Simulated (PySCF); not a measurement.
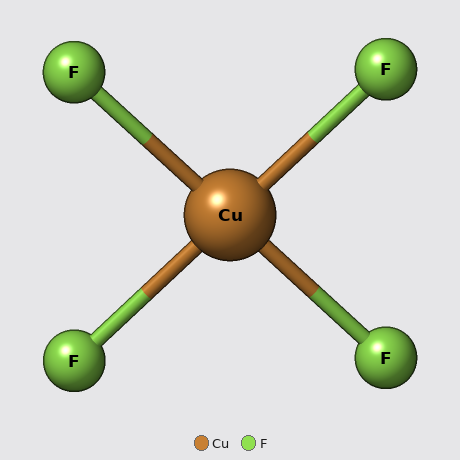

The picture shows a molecular structure as a ball-and-stick model.

Charge −1, singlet. The geometry was computed by an optimisation with PBE0-D3(BJ)/def2-SVP. No frequency run is at hand to confirm it as a minimum. Other spin states may lie lower.

What does the picture show?

It has 5 atoms: 1 copper and 4 fluorine (CuF4(-)). Its SMILES string is `[F][Cu-]([F])([F])[F]`. This geometry has D4h symmetry. All atoms lie on one plane. Coordination: 1 Cu square planar.

More results for the same structure follow; atom numbers are the same in all pictures, views and colours differ.

**Levels of theory compared**

No frequency run is at hand to confirm it as a minimum. Program: PySCF 2.14.0.

At this fixed geometry, give HOMO energy (eV) at these levels: B3LYP/pcSseg-1 (pcSseg-2 on Cu); PBE/pcJ-1 (pcSseg-1 on Cu); PBE/pcSseg-1 (pcSseg-2 on Cu); PBE0/pcSseg-1 (pcSseg-2 on Cu); ωB97X-D/def2-SVPD.

```tsv
level	HOMO energy (eV)
B3LYP/pcSseg-1 (pcSseg-2 on Cu)	−3.73
PBE/pcJ-1 (pcSseg-1 on Cu)	−1.73
PBE/pcSseg-1 (pcSseg-2 on Cu)	−1.78
PBE0/pcSseg-1 (pcSseg-2 on Cu)	−4.12
ωB97X-D/def2-SVPD	−6.82
```

**NMR shielding**

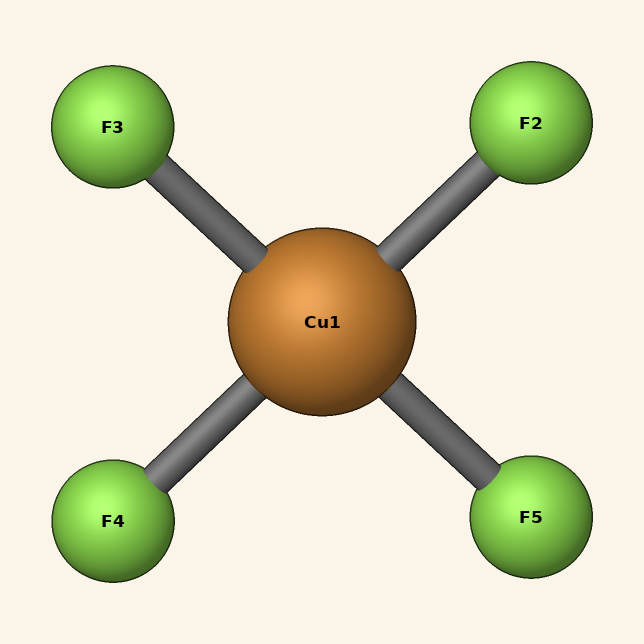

No frequency run is at hand to confirm it as a minimum. Level of theory: GIAO PBE/pcSseg-1 (pcSseg-2 on Cu) NMR shielding, non-relativistic, gas phase (PySCF 2.14.0). Principal shieldings σ11 ≤ σ22 ≤ σ33, span Ω = σ33 − σ11, skew κ = 3(σiso − σ22)/Ω.

Give the shielding tensors of the F atoms.

| atom | σ11 | σ22 | σ33 | σiso | Ω | κ |
| --- | --- | --- | --- | --- | --- | --- |
| F2, F3, F4… | −9.5 | 447.6 | 546.8 | 328.3 | 556.3 | −0.64 |

Shieldings and span in ppm.

**Spin–spin coupling**

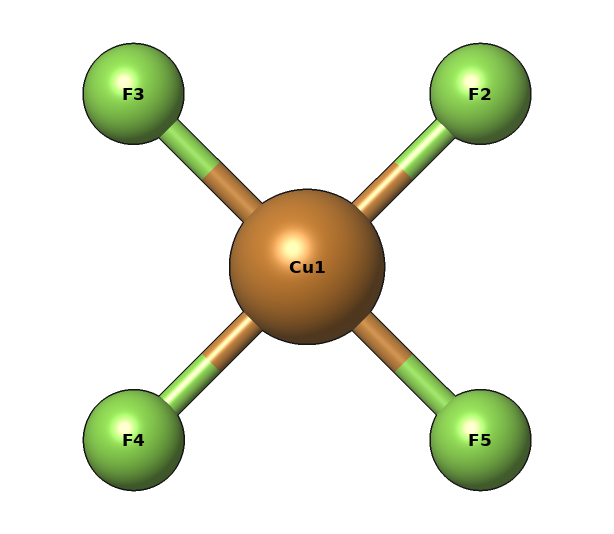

No frequency run is at hand to confirm it as a minimum. Level of theory: PBE/pcJ-1 (pcSseg-1 on Cu) indirect spin-spin coupling, non-relativistic, gas phase (PySCF 2.14.0). Isotopes: 19F.

Give the spin–spin coupling constants of these pairs, with the number of bonds between them: F2/F4, F2/F3, F2/F5, F3/F4, F3/F5, F4/F5.

```json
{"pair": "F2, F4", "bonds apart": "2", "J (Hz)": "−1728.0"}
{"pair": "F2, F3", "bonds apart": "2", "J (Hz)": "567.4"}
{"pair": "F2, F5", "bonds apart": "2", "J (Hz)": "580.0"}
{"pair": "F3, F4", "bonds apart": "2", "J (Hz)": "580.0"}
{"pair": "F3, F5", "bonds apart": "2", "J (Hz)": "−1727.8"}
{"pair": "F4, F5", "bonds apart": "2", "J (Hz)": "572.9"}
```

Density functionals are unreliable for couplings to fluorine, so those rows may be far off.

**Quadrupole coupling**

No frequency run is at hand to confirm it as a minimum. Electric field gradients from the ground-state density, PBE0/pcSseg-1 (pcSseg-2 on Cu) (PySCF 2.14.0), non-relativistic apart from any core potentials.

Give the largest field-gradient component, the quadrupole coupling constant and the asymmetry for 63Cu at Cu1 (Q = −220.1 mb).

| atom | V_zz (a.u.) | e²qQ/h (MHz) | η |
| --- | --- | --- | --- |
| Cu1 | −2.735 | 141.4 | 0.00 |
